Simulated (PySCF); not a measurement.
C₆H₁₃ClSi

Input

```
{"job": {"kind": "nmr", "xc": "PBE0", "basis": "pcSseg-1"}, "charge": 0, "multiplicity": 1}
C      3.293953    -0.517040     0.864754
C      2.467865    -0.392136    -0.162193
Si     1.255380     1.022389    -0.403300
C     -0.522995     0.283515    -0.457109
C     -1.576926     1.337493    -0.741453
Cl    -0.487142    -0.834239    -1.884609
C     -0.835255    -0.545924     0.784112
C     -2.211825    -1.204208     0.791293
H      3.324546     0.210886     1.659431
H      3.976964    -1.347636     0.963337
H      2.484504    -1.156881    -0.929886
H      1.320821     1.973524     0.713064
H      1.482817     1.693468    -1.684847
H     -1.668700     1.995626     0.120595
H     -2.546927     0.888357    -0.945461
H     -1.293644     1.937379    -1.603517
H     -0.070635    -1.320571     0.880898
H     -0.744590     0.114121     1.651470
H     -2.365489    -1.773146    -0.122802
H     -3.001749    -0.462728     0.880473
H     -2.289894    -1.885305     1.635643
```

Launched as:

```sh
OMP_NUM_THREADS=1 python probes_run.py task.json out
```

Geometry: GFN2-xTB.

Computed with PySCF 2.14.0, PBE0/pcSseg-1, SCF density, gas phase, non-relativistic.

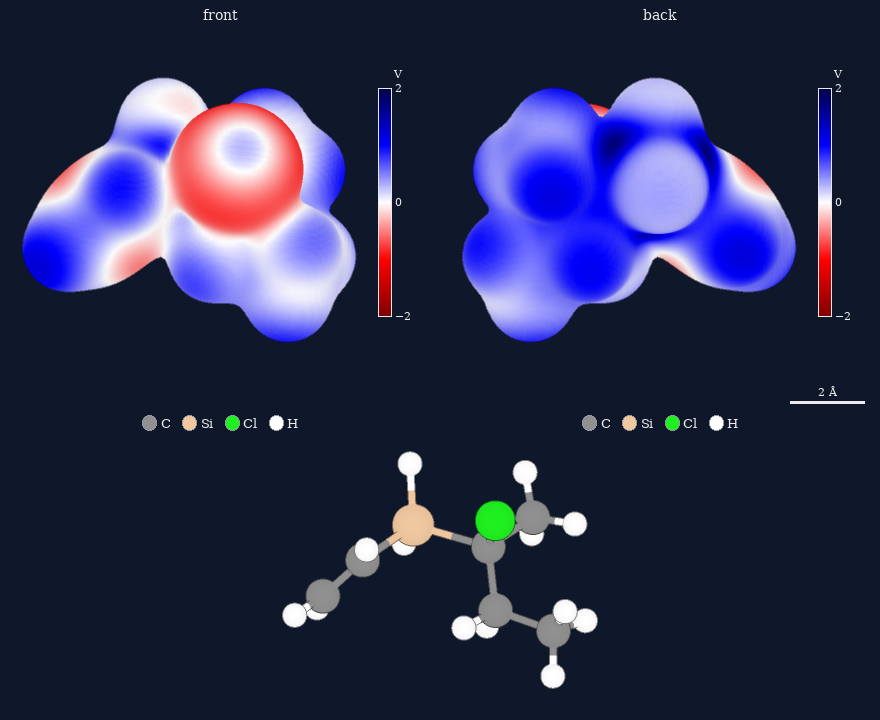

Figure 1. The electrostatic potential painted on the density surface at 0.004 e/bohr³, seen from the front and from behind; red is negative and blue positive. The bare structure is drawn below in the same view.

**Where is the surface potential most negative and most positive?**

The most negative region (about −0.8 V) lies over Cl6, the most positive (about +1.6 V) over Si3. Cl6 shows a σ-hole: about +0.3 V at the tip opposite its bond, against about −0.3 V on its flanks.

**What dipole moment does the calculation give?**

Its dipole moment is 1.94 D.

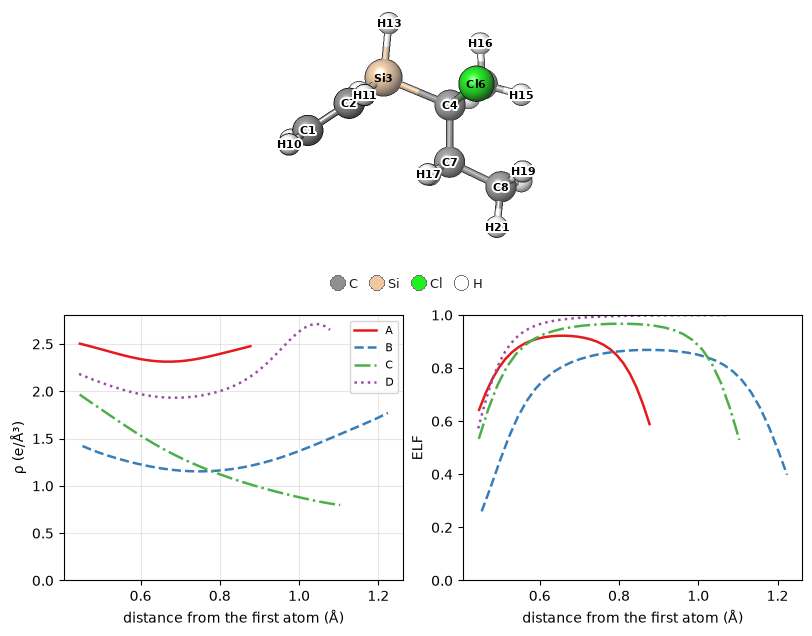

Figure 2. Total electron density and electron localisation function along straight lines between neighbouring atoms. The curves leave out the atomic cores. The structure is drawn too.

**Which curve belongs to which contact (C–C, C–Cl, C–H and C–Si)? The first atom named is at distance zero.**

Curve A: C–C (1.32 Å): ρ at the midpoint is about 2.3 e/Å³; the ELF peaks at about 0.90 between the atoms; a multiple bond. Curve B: C–Cl (1.81 Å): ρ is about 1.2 e/Å³ halfway; the ELF peaks at about 0.85 between the atoms; localised, covalent bonding. Curve C: C–Si (1.88 Å): ρ is about 0.94 e/Å³ halfway; the ELF peaks at about 0.95 between the atoms, as expected for a covalent bond. Curve D: C–H (1.08 Å): ρ at the midpoint is about 2 e/Å³; the ELF climbs to about 1 towards the hydrogen, as it does in any bond to H; a covalent bond by its length.
